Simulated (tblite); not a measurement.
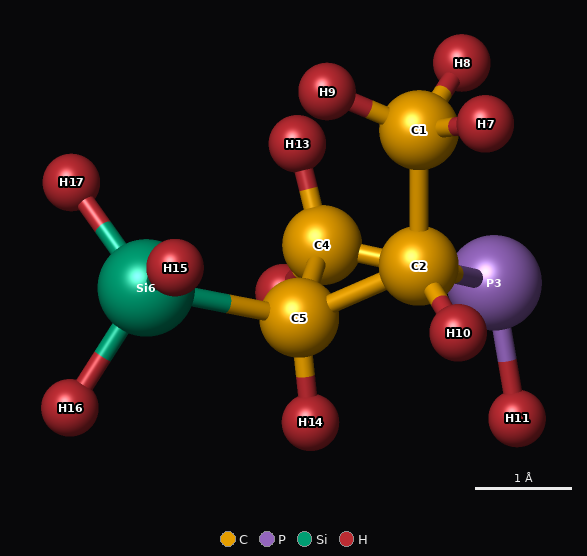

**Figure 1.** The starting structure (ball-and-stick view, seen at a tilt; atoms are numbered from 1 in the order of the input).

**Run report: C4H11PSi, geometry relaxation**

C4H11PSi, computed with GFN2-xTB geometry optimisation, gas phase (tblite 0.8.0).

## The input
```
{"job": {"kind": "relax", "xc": "GFN2-xTB", "basis": "xTB"}, "charge": 0, "multiplicity": 1}
C     -1.441500    -1.096400    -0.028000
C     -0.782000     0.021000     0.700600
P     -1.393700     1.674100     0.122800
C      0.014900     1.163500    -0.967200
C      0.575900     0.454300     0.258900
Si     1.845200    -0.843500    -0.040700
H     -2.086300    -1.644900     0.704600
H     -2.159400    -0.742100    -0.810000
H     -0.777100    -1.838300    -0.476900
H     -0.824500    -0.107300     1.806900
H     -0.950400     2.684300     1.074000
H      0.599800     2.037700    -1.299200
H     -0.244600     0.530900    -1.814000
H      0.977600     1.226200     0.958200
H      1.477700    -2.017200     0.771000
H      3.131300    -0.306400     0.482800
H      2.030200    -1.184000    -1.453600
```

The first line tells a small driver script what to run in tblite; the rest is the geometry in Å.

Machine: 1 CPU thread, shared host.

Run as:
```bash
OMP_NUM_THREADS=1 python <driver script> task.json out
```

## Output
```
step      E/eV     max force
  0    -499.61514    3.218
  1    -499.96860    1.729
  2    -500.12529    1.044
  3    -500.22580    0.933
  4    -500.27989    0.717
  5    -500.32145    0.467
  6    -500.33920    0.262
  7    -500.34999    0.232
  8    -500.35872    0.261
  9    -500.36622    0.214
 10    -500.37114    0.144
 11    -500.37463    0.148
 12    -500.37876    0.142
 13    -500.38380    0.166
 14    -500.38864    0.157
 15    -500.39214    0.122
 16    -500.39458    0.114
 17    -500.39693    0.126
 18    -500.39984    0.126
 19    -500.40312    0.158
 20    -500.40659    0.148
 21    -500.41075    0.199
 22    -500.41649    0.231
 23    -500.42379    0.221
 24    -500.43076    0.213
 25    -500.43541    0.154
 26    -500.43896    0.148
 27    -500.44368    0.180
 28    -500.45001    0.197
 29    -500.45630    0.190
 30    -500.46081    0.133
 31    -500.46362    0.117
 32    -500.46620    0.119
 33    -500.47016    0.165
 34    -500.47484    0.189
 35    -500.47460    0.335
 36    -500.48232    0.172
 37    -500.48553    0.156
 38    -500.49602    0.187
 39    -500.49997    0.164
 40    -500.50552    0.175
 41    -500.50839    0.188
 42    -500.51224    0.190
 43    -500.51872    0.231
 44    -500.52333    0.181
 45    -500.52755    0.162
 46    -500.53257    0.215
 47    -500.53634    0.189
 48    -500.53937    0.161
 49    -500.54164    0.119
 50    -500.54449    0.116
 51    -500.54883    0.147
 52    -500.55167    0.144
 53    -500.55586    0.110
 54    -500.55811    0.096
 55    -500.55977    0.097
 56    -500.56134    0.097
 57    -500.56312    0.105
 58    -500.56474    0.086
 59    -500.56606    0.096
 60    -500.56721    0.090
 61    -500.56854    0.117
 62    -500.57018    0.115
 63    -500.57149    0.107
 64    -500.57226    0.068
 65    -500.57290    0.067
 66    -500.57345    0.052
 67    -500.57400    0.068
 68    -500.57449    0.062
 69    -500.57496    0.058
 70    -500.57544    0.058
 71    -500.57589    0.050
 72    -500.57623    0.043
 73    -500.57641    0.023
 74    -500.57651    0.023
 75    -500.57661    0.025
 76    -500.57675    0.031
 77    -500.57692    0.029
 78    -500.57704    0.026
 79    -500.57711    0.026
 80    -500.57717    0.023
 81    -500.57725    0.018
 82    -500.57736    0.023
 83    -500.57748    0.026
 84    -500.57758    0.027
 85    -500.57768    0.029
 86    -500.57779    0.027
 87    -500.57793    0.028
 88    -500.57805    0.021
 89    -500.57813    0.020
 90    -500.57821    0.021
 91    -500.57832    0.024
 92    -500.57852    0.034
 93    -500.57878    0.039
 94    -500.57901    0.032
 95    -500.57914    0.022
 96    -500.57923    0.022
 97    -500.57933    0.029
 98    -500.57945    0.031
 99    -500.57955    0.020
100    -500.57961    0.016
101    -500.57965    0.016
102    -500.57970    0.018
103    -500.57975    0.017
104    -500.57979    0.010
105    -500.57981    0.008
```

## Trajectory as extended XYZ (Å, eV, eV/Å), 6 of the 106 frames kept, from step=0 to step=105
```
17
Properties=species:S:1:pos:R:3:forces:R:3 step=0 energy=-499.61514
C    -1.4415   -1.0964   -0.0280   -1.8260  -1.0540  -0.0680
C    -0.7820    0.0210    0.7006   -0.0770   0.6530   2.8080
P    -1.3937    1.6741    0.1228   -2.9940   0.5520  -1.0430
C     0.0149    1.1635   -0.9672    1.1860   2.1240   0.2080
C     0.5759    0.4543    0.2589    0.8750   0.2700  -0.6350
Si    1.8452   -0.8435   -0.0407    1.6010  -1.0280   0.2720
H    -2.0863   -1.6449    0.7046    0.4340   0.2420  -0.5870
H    -2.1594   -0.7421   -0.8100    0.6830  -0.1480   0.4120
H    -0.7771   -1.8383   -0.4769    0.1020   0.3140   0.0820
H    -0.8245   -0.1073    1.8069   -0.1390  -0.2610  -0.4110
H    -0.9504    2.6843    1.0740    0.8260  -0.8570  -0.3630
H     0.5998    2.0377   -1.2992    0.0390  -0.3450  -0.3070
H    -0.2446    0.5309   -1.8140   -0.1730   0.1070   0.2560
H     0.9776    1.2262    0.9582   -0.2480  -0.4280  -0.3200
H     1.4777   -2.0172    0.7710    0.0970   0.0460  -0.1650
H     3.1313   -0.3064    0.4828   -0.2550  -0.1910  -0.1890
H     2.0302   -1.1840   -1.4536   -0.1300   0.0050   0.0490
17
Properties=species:S:1:pos:R:3:forces:R:3 step=21 energy=-500.41075
C    -1.4833   -1.1393    0.0498    0.0660   0.0320  -0.0020
C    -0.8613    0.0759    0.7409    0.0220   0.0670   0.0580
P    -1.5468    1.6761   -0.0019    0.0500  -0.0090  -0.0670
C     0.0450    1.3157   -0.9281    0.0300   0.0200  -0.0260
C     0.5520    0.4524    0.2404   -0.0020   0.0960  -0.0070
Si    1.8741   -0.8957   -0.0567   -0.0550   0.0750   0.0010
H    -2.1312   -1.6873    0.7362    0.0140   0.1120  -0.1640
H    -2.0634   -0.8348   -0.8262   -0.0070  -0.0810   0.1330
H    -0.7013   -1.8119   -0.2993   -0.0370  -0.0820   0.0550
H    -0.9511   -0.0069    1.8273    0.0560  -0.0350  -0.0310
H    -0.8957    2.5126    0.9323   -0.0900  -0.0440  -0.0120
H     0.6396    2.1816   -1.2243    0.0240  -0.0810   0.0580
H    -0.1688    0.7163   -1.8134   -0.0220   0.0050  -0.0410
H     0.9768    1.1551    0.9679    0.0040  -0.0730   0.1160
H     1.5860   -2.0885    0.7346   -0.0610  -0.0450   0.0400
H     3.1661   -0.3762    0.3838    0.0660   0.0700  -0.0080
H     1.9564   -1.2331   -1.4733   -0.0580  -0.0270  -0.1050
17
Properties=species:S:1:pos:R:3:forces:R:3 step=42 energy=-500.51224
C    -1.4419   -1.2302    0.1577   -0.0060   0.0350  -0.0580
C    -0.8761    0.0809    0.6956   -0.0690  -0.0620   0.0210
P    -1.5645    1.5789   -0.2389   -0.0620  -0.1020  -0.0090
C     0.2094    1.4429   -0.8162    0.0870   0.0280  -0.0510
C     0.5771    0.4569    0.3031   -0.0830  -0.0200   0.0180
Si    1.7986   -0.9077   -0.2146    0.0030  -0.0240   0.0460
H    -2.3933   -1.4502    0.6432    0.0490   0.0400   0.0100
H    -1.6437   -1.1602   -0.9126    0.1840  -0.0440   0.0210
H    -0.7615   -2.0629    0.3424   -0.0710   0.0860  -0.0270
H    -1.0576    0.1250    1.7739    0.0720  -0.0100  -0.0080
H    -1.2767    2.4661    0.8076    0.0580   0.0930   0.0260
H     0.7592    2.3811   -0.8348    0.0620   0.0700   0.0130
H     0.2898    0.9911   -1.8057   -0.1680   0.0150  -0.0530
H     1.0195    1.0236    1.1303   -0.0510  -0.0600   0.0290
H     1.7000   -2.0236    0.7255    0.0440  -0.0320   0.0100
H     3.1583   -0.3656   -0.1855   -0.0110   0.0370   0.0080
H     1.4963   -1.3342   -1.5808   -0.0380  -0.0520   0.0020
17
Properties=species:S:1:pos:R:3:forces:R:3 step=63 energy=-500.57149
C    -1.4065   -1.2056    0.1076   -0.0150  -0.0020   0.0070
C    -0.8756    0.0770    0.7209   -0.0010   0.0120  -0.0380
P    -1.5727    1.6052   -0.1528   -0.0590   0.0260   0.0860
C     0.1741    1.4427   -0.8035    0.0110  -0.0020  -0.0040
C     0.5643    0.4508    0.3065    0.0210   0.0190   0.0010
Si    1.7769   -0.9229   -0.2096    0.0190   0.0340   0.0240
H    -2.4699   -1.3042    0.3141   -0.0530  -0.0210   0.0120
H    -1.2701   -1.2048   -0.9723    0.0040   0.0100   0.0050
H    -0.8901   -2.0673    0.5240    0.0140  -0.0570  -0.0050
H    -1.0420    0.0645    1.8036    0.0040  -0.0110  -0.0630
H    -1.2235    2.4718    0.8999    0.0270   0.0090  -0.0250
H     0.7491    2.3659   -0.8589    0.0170   0.0020   0.0020
H     0.1602    0.9870   -1.7944    0.0050  -0.0220  -0.0330
H     1.0204    1.0145    1.1264   -0.0060   0.0140   0.0420
H     1.8251   -1.9697    0.8093    0.0020  -0.0010   0.0470
H     3.0905   -0.2897   -0.3383    0.0240  -0.0150  -0.0260
H     1.3829   -1.5031   -1.4924   -0.0140   0.0020  -0.0310
17
Properties=species:S:1:pos:R:3:forces:R:3 step=84 energy=-500.57758
C    -1.4176   -1.1962    0.0742    0.0000  -0.0110  -0.0050
C    -0.8739    0.0675    0.7176   -0.0010  -0.0100   0.0040
P    -1.5686    1.6278   -0.0979   -0.0040  -0.0090  -0.0010
C     0.1496    1.4258   -0.8182   -0.0100   0.0110  -0.0020
C     0.5620    0.4557    0.3014   -0.0030   0.0030   0.0030
Si    1.7965   -0.9100   -0.1783    0.0030  -0.0030  -0.0060
H    -2.4787   -1.3020    0.2991    0.0220  -0.0090  -0.0130
H    -1.2985   -1.1622   -1.0071   -0.0200   0.0110  -0.0020
H    -0.8927   -2.0741    0.4497   -0.0120   0.0090   0.0030
H    -1.0301    0.0184    1.7988    0.0050   0.0050   0.0140
H    -1.1379    2.4653    0.9477   -0.0010   0.0080  -0.0030
H     0.7382    2.3358   -0.9216    0.0150   0.0110   0.0020
H     0.0875    0.9417   -1.7945    0.0050  -0.0080  -0.0020
H     0.9985    1.0424    1.1173    0.0000  -0.0030   0.0100
H     1.8449   -1.9219    0.8778   -0.0050   0.0000   0.0050
H     3.1147   -0.2895   -0.3241    0.0000   0.0080  -0.0160
H     1.3989   -1.5123   -1.4519    0.0060  -0.0140   0.0080
17
Properties=species:S:1:pos:R:3:forces:R:3 step=105 energy=-500.57981
C    -1.4251   -1.1922    0.0546   -0.0010  -0.0030  -0.0010
C    -0.8783    0.0632    0.7118   -0.0010  -0.0010   0.0020
P    -1.5644    1.6310   -0.0972    0.0010  -0.0030   0.0010
C     0.1588    1.4324   -0.8072    0.0020   0.0010  -0.0010
C     0.5608    0.4497    0.3054    0.0000   0.0020  -0.0030
Si    1.7977   -0.9147   -0.1724    0.0010   0.0030  -0.0010
H    -2.4823   -1.3080    0.2904    0.0020   0.0040  -0.0020
H    -1.3229   -1.1386   -1.0280    0.0020   0.0010   0.0080
H    -0.8924   -2.0734    0.4102    0.0020  -0.0020  -0.0050
H    -1.0367    0.0062    1.7924   -0.0060   0.0000   0.0030
H    -1.1406    2.4634    0.9555    0.0000   0.0000  -0.0020
H     0.7510    2.3423   -0.8946    0.0030   0.0010  -0.0010
H     0.1051    0.9591   -1.7896    0.0010  -0.0050   0.0040
H     0.9957    1.0261    1.1301   -0.0050   0.0030  -0.0020
H     1.9185   -1.8567    0.9415    0.0030  -0.0040  -0.0030
H     3.0867   -0.2686   -0.4286    0.0000   0.0000  -0.0010
H     1.3615   -1.6089   -1.3844   -0.0060   0.0020   0.0020
```

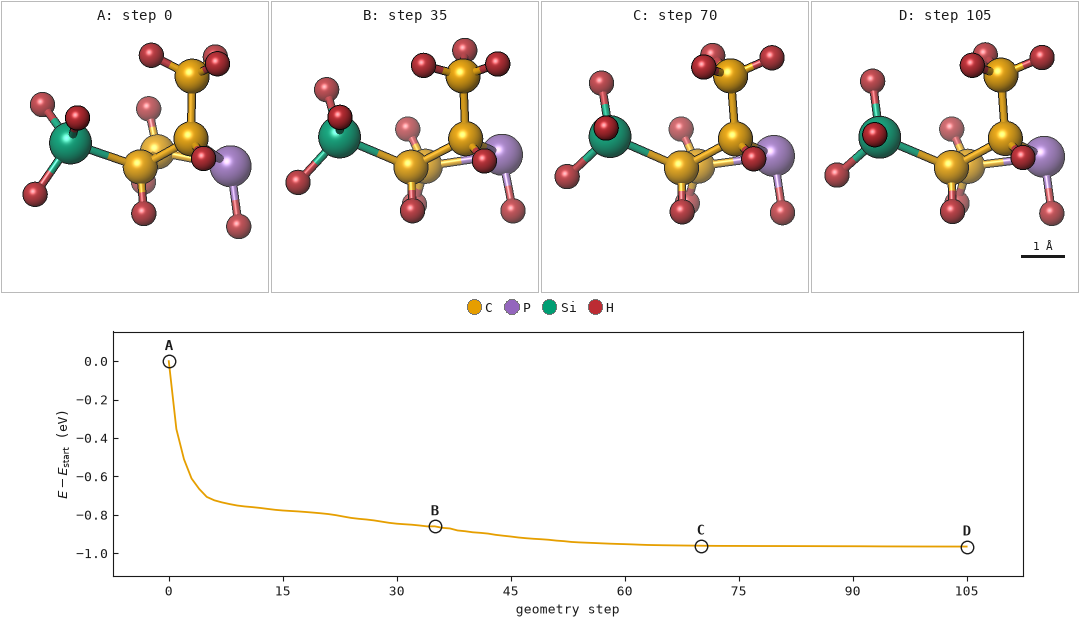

**Figure 2.** Frames of the relaxation (ball-and-stick view, seen at a tilt) above the curves, on which the letters mark them (steps are counted from 0).

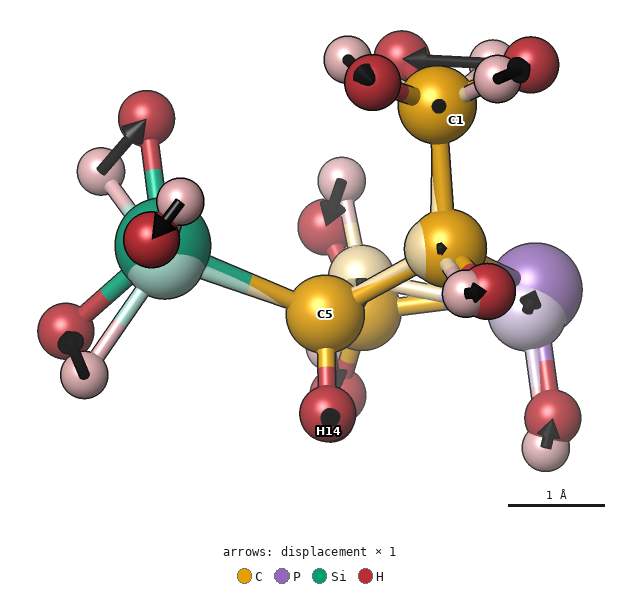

**Figure 3.** Start (faint) and end (solid) with the displacements as black arrows, at true length (ball-and-stick view, seen at a tilt). The two geometries are laid on each other by the best rigid fit. H8 moves most after the best rigid fit: 0.96 Å. Largest moves by element: H 0.96 Å, C 0.35 Å, P 0.28 Å, Si 0.15 Å. Among the contacts that change: C5–Si6 1.840 → 1.903 Å, C2–C5 1.492 → 1.545 Å, P3–H11 1.457 → 1.407 Å, C2–P3 1.855 → 1.893 Å. Among the angles that change: C4–P3–H11 110.1° → 94.0°, C2–P3–H11 108.3° → 93.5°, P3–C4–H13 115.9° → 110.0°. Over 105 geometry steps the energy falls by 0.965 eV. The largest force component goes from 3 to 0.008 eV/Å. (Atoms are counted from 1 in the order of the input.)

## Key numbers

```json
{"quantity": "outcome", "value": "converged"}
{"quantity": "total energy", "value": "−500.5798 eV"}
{"quantity": "wall time", "value": "1.1 s"}
{"quantity": "peak memory", "value": "0.18 GiB"}
```
